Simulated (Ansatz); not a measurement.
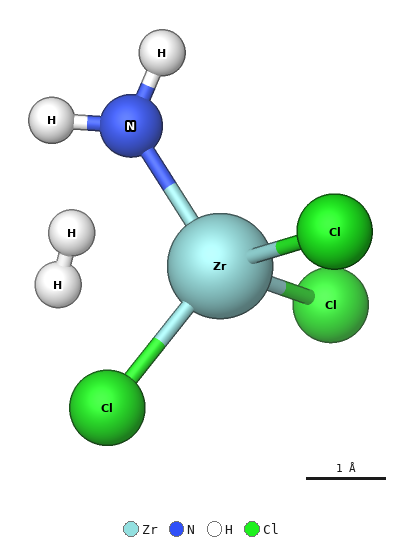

*The input geometry (ball-and-stick view, seen at a tilt). Sticks mark near contacts.*

## ZrNH4Cl3: geometry relaxation (part 1 of 2)

- system: ZrNH4Cl3
- method: RHF/def2-SVP (Ansatz 0.2.0)

It belongs to a series of runs on one base structure; here: end point A relaxed.

**The input**
```yaml
crystal:
  periodic: [false, false, false]
  atoms:
    - { symbol: Zr, position_ang: [-0.068952, 0.11013, 0.070991] }
    - { symbol: "N", position_ang: [-0.05903, 0.056576, 2.20312] }
    - { symbol: H, position_ang: [-0.86129, 0.286772, 2.766144] }
    - { symbol: H, position_ang: [0.756379, 0.012956, 2.792182] }
    - { symbol: Cl, position_ang: [2.131788, 0.319358, -0.770237] }
    - { symbol: Cl, position_ang: [-1.317303, 2.007359, -0.580814] }
    - { symbol: Cl, position_ang: [-1.221572, -1.764257, -0.812047] }
    - { symbol: H, position_ang: [1.538569, -2.190145, 1.268809] }
    - { symbol: H, position_ang: [1.083011, -1.844049, 1.697052] }
basis:
  gaussian: { orbitals: def2-SVP }
hamiltonian:
  xc: hf
relax:
  f_tol: 0.03
  max_steps: 50
output:
  orbitals: {}
```

Machine: 2 threads of AMD EPYC (Zen 4), 64 GiB of memory available, shared host.

Launched with:
```bash
ansatz run input.yaml --threads 2 --pin off --max-ram 3072MiB --backend cpu --events-out ev --progress --plain --runs-dir out
```

**Output**
```
The last accepted step is kept in [file] (removed where the run ends without a failure and the disk answers)
Engine: ansatz 0.2.0, x86_64-unknown-linux-gnu
Functional definition: HF
  exchange = exact_x
  correlation = 0
1238 factors; integrals over basis functions are off by at most 3.2e-4 eV
mean field evaluation 1: about -40310.8534 eV, gradient 4.3e1 eV
mean field evaluation 2: about -40310.9543 eV, gradient 4.3e1 eV
mean field evaluation 4: about -40315.8032 eV, gradient 2.9e0 eV
mean field evaluation 8: about -40315.8539 eV, gradient 2.4e-1 eV
mean field -40315.85425513 eV, -1481.5803168084 hartree, gradient 5.5e-5 eV, S^2 0.000000; 0 other end points of the search recorded, 0 dependent functions left out
the calculation of the forces begins
reference -40315.85425513 eV, -1481.5803168084 hartree; 37, 37 occupied and 82, 82 virtual orbitals, 1238 factors
relax step   1: F+E_penalty+E_count = -40315.85425513 eV  Δ(F+E_penalty+E_count) = +0.000e0 eV  max|allowed force component| = 2.281e0 eV/Å  Δτ_max = 0.0000 Å  (40 SCF iters, accepted)
these checks for a lower state are left out or cut short: starts, cluster_reference, orbital_swaps, neighbouring_geometries, increment
1238 factors; integrals over basis functions are off by at most 3.3e-4 eV
mean field evaluation 16: about -40316.0875 eV, gradient 8.8e-1 eV
mean field -40316.09131447 eV, -1481.5890285787 hartree, gradient 2.1e-5 eV, S^2 0.000000; 0 other end points of the search recorded, 0 dependent functions left out
[... from here on the field's lines of each further geometry are left out, up to the last ...]
relax step   2: F+E_penalty+E_count = -40316.09131447 eV  Δ(F+E_penalty+E_count) = -2.371e-1 eV  max|allowed force component| = 1.535e0 eV/Å  Δτ_max = 0.1960 Å  (35 SCF iters, accepted)
relax step   3: F+E_penalty+E_count = -40316.17501648 eV  Δ(F+E_penalty+E_count) = -8.370e-2 eV  max|allowed force component| = 5.081e-1 eV/Å  Δτ_max = 0.1949 Å  (38 SCF iters, accepted)
relax step   4: F+E_penalty+E_count = -40316.20200898 eV  Δ(F+E_penalty+E_count) = -2.699e-2 eV  max|allowed force component| = 8.328e-1 eV/Å  Δτ_max = 0.1908 Å  (39 SCF iters, accepted)
relax step   5: F+E_penalty+E_count = -40316.23300439 eV  Δ(F+E_penalty+E_count) = -3.100e-2 eV  max|allowed force component| = 4.703e-1 eV/Å  Δτ_max = 0.2000 Å  (38 SCF iters, accepted)
relax step   6: F+E_penalty+E_count = -40316.23949979 eV  Δ(F+E_penalty+E_count) = -6.495e-3 eV  max|allowed force component| = 1.818e-1 eV/Å  Δτ_max = 0.0854 Å  (40 SCF iters, accepted)
relax step   7: F+E_penalty+E_count = -40316.24219925 eV  Δ(F+E_penalty+E_count) = -2.699e-3 eV  max|allowed force component| = 2.225e-1 eV/Å  Δτ_max = 0.0752 Å  (38 SCF iters, accepted)
relax step   8: F+E_penalty+E_count = -40316.24674096 eV  Δ(F+E_penalty+E_count) = -4.542e-3 eV  max|allowed force component| = 1.285e-1 eV/Å  Δτ_max = 0.1144 Å  (40 SCF iters, accepted)
relax step   9: F+E_penalty+E_count = -40316.22638155 eV  Δ(F+E_penalty+E_count) = +2.036e-2 eV  max|allowed force component| = 9.328e-1 eV/Å  Δτ_max = 0.1952 Å  (40 SCF iters, rejected (line search))
relax step  10: F+E_penalty+E_count = -40316.24937290 eV  Δ(F+E_penalty+E_count) = -2.632e-3 eV  max|allowed force component| = 2.925e-2 eV/Å  Δτ_max = 0.0975 Å  (40 SCF iters, accepted)
relax step  11: F+E_penalty+E_count = -40316.24624902 eV  Δ(F+E_penalty+E_count) = +3.124e-3 eV  max|allowed force component| = 4.811e-1 eV/Å  Δτ_max = 0.0977 Å  (39 SCF iters, rejected (line search))
relax step  12: F+E_penalty+E_count = -40316.25012379 eV  Δ(F+E_penalty+E_count) = -7.509e-4 eV  max|allowed force component| = 4.809e-2 eV/Å  Δτ_max = 0.0468 Å  (40 SCF iters, accepted)
relax step  13: F+E_penalty+E_count = -40316.25064185 eV  Δ(F+E_penalty+E_count) = -5.181e-4 eV  max|allowed force component| = 9.231e-2 eV/Å  Δτ_max = 0.0487 Å  (39 SCF iters, accepted)
relax step  14: F+E_penalty+E_count = -40316.24969759 eV  Δ(F+E_penalty+E_count) = +9.443e-4 eV  max|allowed force component| = 2.463e-1 eV/Å  Δτ_max = 0.0655 Å  (39 SCF iters, rejected (line search))
relax step  15: F+E_penalty+E_count = -40316.25145909 eV  Δ(F+E_penalty+E_count) = -8.172e-4 eV  max|allowed force component| = 4.012e-2 eV/Å  Δτ_max = 0.0327 Å  (39 SCF iters, accepted)
relax step  16: F+E_penalty+E_count = -40316.25215674 eV  Δ(F+E_penalty+E_count) = -6.977e-4 eV  max|allowed force component| = 2.823e-2 eV/Å  Δτ_max = 0.0375 Å  (40 SCF iters, accepted)
relax step  17: F+E_penalty+E_count = -40316.25228908 eV  Δ(F+E_penalty+E_count) = -1.323e-4 eV  max|allowed force component| = 1.764e-1 eV/Å  Δτ_max = 0.0549 Å  (39 SCF iters, accepted)
relax step  18: F+E_penalty+E_count = -40316.25300686 eV  Δ(F+E_penalty+E_count) = -7.178e-4 eV  max|allowed force component| = 5.828e-2 eV/Å  Δτ_max = 0.0087 Å  (28 SCF iters, accepted)
relax step  19: F+E_penalty+E_count = -40316.25366285 eV  Δ(F+E_penalty+E_count) = -6.560e-4 eV  max|allowed force component| = 8.922e-3 eV/Å  Δτ_max = 0.0488 Å  (38 SCF iters, accepted)
relax step  20: F+E_penalty+E_count = -40316.24249481 eV  Δ(F+E_penalty+E_count) = +1.117e-2 eV  max|allowed force component| = 6.681e-1 eV/Å  Δτ_max = 0.1855 Å  (37 SCF iters, rejected (line search))
relax step  21: F+E_penalty+E_count = -40316.25384818 eV  Δ(F+E_penalty+E_count) = -1.853e-4 eV  max|allowed force component| = 1.486e-1 eV/Å  Δτ_max = 0.0838 Å  (39 SCF iters, accepted)
relax step  22: F+E_penalty+E_count = -40316.25403946 eV  Δ(F+E_penalty+E_count) = -1.913e-4 eV  max|allowed force component| = 9.021e-2 eV/Å  Δτ_max = 0.0276 Å  (40 SCF iters, accepted)
the calculation of the forces begins
reference -40316.25489552 eV, -1481.5950400712 hartree; 37, 37 occupied and 82, 82 virtual orbitals, 1238 factors
relax step  23: F+E_penalty+E_count = -40316.25489552 eV  Δ(F+E_penalty+E_count) = -8.561e-4 eV  max|allowed force component| = 5.129e-3 eV/Å  Δτ_max = 0.0343 Å  (40 SCF iters, accepted)
```

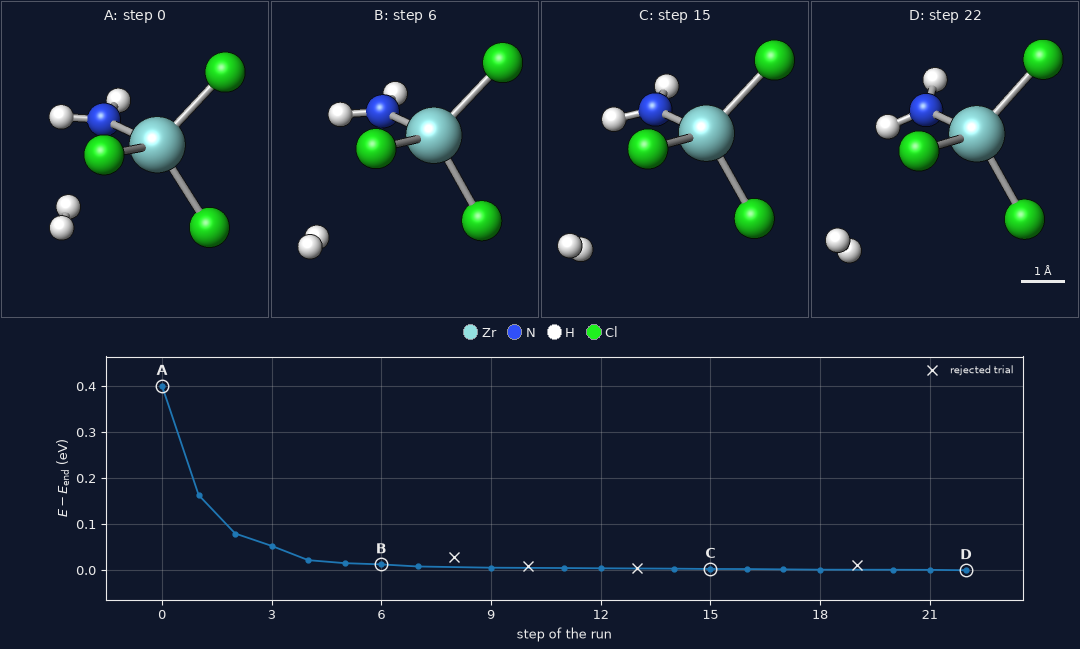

*Frames of the relaxation (ball-and-stick view, seen at a tilt) above the curves, on which the letters mark them (the first geometry is step 0 here and step 1 in the log).*

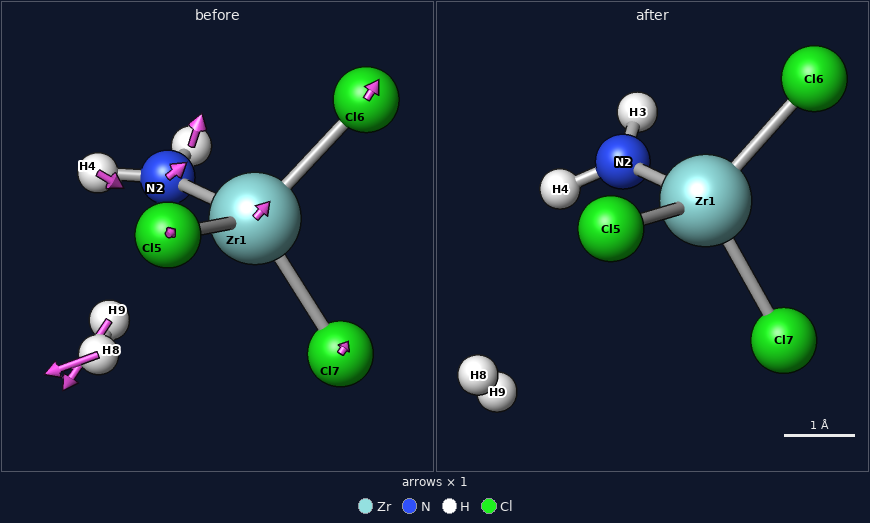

*Before (left) and after (right) the relaxation, at one scale (ball-and-stick view, seen at a tilt). The pink arrows give the displacements, at true length.*

Over 22 geometry steps the energy falls by 0.401 eV. The largest force component goes from 2.3 to 0.0051 eV/Å. The line search rejected the trial steps at points 8, 10, 13, 19 (counted from 0) and went back. The atom that moves furthest after the best rigid fit is H9 (1.24 Å). Largest moves by element: H 1.24 Å, N 0.38 Å, Cl 0.36 Å, Zr 0.34 Å. Among the contacts that change: Zr1–N2 2.133 → 1.995 Å, H8–H9 0.715 → 0.747 Å, Zr1–Cl5 2.365 → 2.376 Å, Zr1–Cl6 2.363 → 2.371 Å. Among the angles that change: Cl5–Zr1–Cl6 108.8° → 113.8°, Cl6–Zr1–Cl7 106.0° → 110.2°, Cl5–Zr1–Cl7 112.9° → 108.9°. (Atoms are counted from 1 in the order of the input.)

```
1238 factors; integrals over basis functions are off by at most 3.3e-4 eV
mean field -40316.25489552 eV, -1481.5950400712 hartree, gradient 2.0e-5 eV, S^2 0.000000; 1 other end points of the search recorded, 0 dependent functions left out
the calculation of the forces begins
reference -40316.25489552 eV, -1481.5950400712 hartree; 37, 37 occupied and 82, 82 virtual orbitals, 1238 factors
Total energy: -40316.25489552 eV, -1481.5950400712 hartree
Atom 0 at    -0.277768     0.383386     0.035251 Å, force    -0.005129     0.001891     0.002277 eV/Å
Atom 1 at    -0.241829     0.336426     2.029650 Å, force     0.004177    -0.003699     0.002553 eV/Å
Atom 2 at    -0.863526     0.844039     2.638217 Å, force     0.000009     0.003945    -0.000017 eV/Å
Atom 3 at     0.392223    -0.208049     2.592206 Å, force    -0.004492    -0.000387    -0.002550 eV/Å
Atom 4 at     1.970742     0.378058    -0.731316 Å, force     0.000043    -0.000425    -0.001320 eV/Å
Atom 5 at    -1.490350     2.330279    -0.565574 Å, force     0.003352    -0.002449     0.000759 eV/Å
Atom 6 at    -1.379186    -1.558906    -0.788721 Å, force     0.001379    -0.000563    -0.001225 eV/Å
Atom 7 at     2.228408    -2.562661     1.583377 Å, force    -0.000026     0.001588    -0.000087 eV/Å
Atom 8 at     1.642884    -2.947872     1.842109 Å, force     0.000687     0.000100    -0.000390 eV/Å
Dipole moment:     0.028634     0.020911     0.683203 e Å
```

**Trajectory as extended XYZ (Å, eV, eV/Å), 23 frames, from step=1 to step=23**
```
9
Properties=species:S:1:pos:R:3:forces:R:3 step=1 energy=-40315.85425
Zr   -0.0690    0.1101    0.0710   -0.0223  -0.0106   2.2811
N    -0.0590    0.0566    2.2031   -0.1638   0.4385  -2.1739
H    -0.8613    0.2868    2.7661    0.0157   0.0175   0.0009
H     0.7564    0.0130    2.7922   -0.0827  -0.0191  -0.0330
Cl    2.1318    0.3194   -0.7702   -0.0045  -0.0003  -0.0124
Cl   -1.3173    2.0074   -0.5808   -0.0051  -0.0125   0.0145
Cl   -1.2216   -1.7643   -0.8120    0.0125   0.0009  -0.0141
H     1.5386   -2.1901    1.2688    0.9612  -0.7616  -0.8549
H     1.0830   -1.8440    1.6971   -0.7111   0.3473   0.7918
9
Properties=species:S:1:pos:R:3:forces:R:3 step=2 energy=-40316.09131
Zr   -0.0861    0.1427    0.1600    0.0194   0.2275  -1.1803
N    -0.0904    0.2172    2.1259    0.2073  -0.3207   1.5354
H    -0.9065    0.3364    2.7138    0.1698   0.1040  -0.1673
H     0.7024    0.0155    2.7348   -0.4310   0.2199  -0.3463
Cl    2.1030    0.3241   -0.7323    0.1379  -0.0087   0.0677
Cl   -1.3330    2.0179   -0.5494   -0.1357   0.1430  -0.0121
Cl   -1.2107   -1.7376   -0.7633   -0.0863  -0.1461   0.0835
H     1.6463   -2.2977    1.2229   -0.1161   0.0538   0.1566
H     1.1567   -2.0239    1.7229    0.2347  -0.2727  -0.1373
9
Properties=species:S:1:pos:R:3:forces:R:3 step=3 energy=-40316.17502
Zr   -0.1117    0.1814    0.1249   -0.0645   0.0844  -0.0535
N    -0.1307    0.2013    2.1314    0.1069   0.1441   0.5081
H    -0.9312    0.4388    2.7114    0.2824  -0.1196  -0.3075
H     0.6732    0.0979    2.7464   -0.3554  -0.0017  -0.3375
Cl    2.1048    0.3594   -0.7137   -0.0224  -0.0228   0.0857
Cl   -1.3727    2.0653   -0.5601   -0.0322   0.0186   0.0085
Cl   -1.2352   -1.7259   -0.7585    0.0198   0.0131   0.0657
H     1.7363   -2.4284    1.2206    0.0609  -0.0305  -0.0280
H     1.2489   -2.1952    1.7328    0.0046  -0.0856   0.0584
9
Properties=species:S:1:pos:R:3:forces:R:3 step=4 energy=-40316.20201
Zr   -0.1416    0.2510    0.0946   -0.0784   0.1051  -0.0114
N    -0.1414    0.2766    2.0973    0.1631  -0.2089   0.8328
H    -0.9497    0.4488    2.6949    0.3990  -0.0339  -0.4208
H     0.6478    0.0600    2.7125   -0.5228   0.1923  -0.5355
Cl    2.0865    0.3982   -0.7177   -0.0296  -0.0335   0.0649
Cl   -1.4207    2.1263   -0.5855   -0.0165   0.0081  -0.0054
Cl   -1.2639   -1.6811   -0.7389    0.0477   0.0363   0.0542
H     1.8265   -2.5378    1.2723   -0.0253   0.0143   0.0590
H     1.3382   -2.3472    1.8058    0.0626  -0.0799  -0.0377
9
Properties=species:S:1:pos:R:3:forces:R:3 step=5 energy=-40316.23300
Zr   -0.1793    0.3098    0.0668   -0.0388   0.0343   0.2641
N    -0.1610    0.2825    2.0734   -0.2909   0.1121  -0.4703
H    -0.9531    0.5009    2.6566    0.0142  -0.0048   0.0045
H     0.6219    0.0654    2.6547    0.3099  -0.0862   0.2381
Cl    2.0597    0.4258   -0.7057    0.0242  -0.0156   0.0094
Cl   -1.4683    2.1884   -0.5815   -0.0277   0.0483  -0.0209
Cl   -1.2901   -1.6306   -0.7346   -0.0116  -0.0549  -0.0375
H     1.9286   -2.6314    1.3343    0.0157   0.0016   0.0083
H     1.4231   -2.5161    1.8712    0.0050  -0.0348   0.0043
9
Properties=species:S:1:pos:R:3:forces:R:3 step=6 energy=-40316.23950
Zr   -0.2016    0.3246    0.0630    0.0401   0.0815   0.0162
N    -0.1666    0.2935    2.0634   -0.1270   0.0426  -0.1818
H    -0.9463    0.5232    2.6584   -0.0152   0.0026  -0.0033
H     0.6208    0.0632    2.6413    0.1533  -0.0480   0.0843
Cl    2.0416    0.4402   -0.7181   -0.0774  -0.0214   0.0520
Cl   -1.4878    2.2131   -0.5799    0.0084  -0.0165   0.0127
Cl   -1.3021   -1.6126   -0.7701    0.0042  -0.0178   0.0102
H     1.9818   -2.6723    1.3870    0.0815  -0.0049  -0.0614
H     1.4418   -2.5780    1.8901   -0.0679  -0.0181   0.0711
```
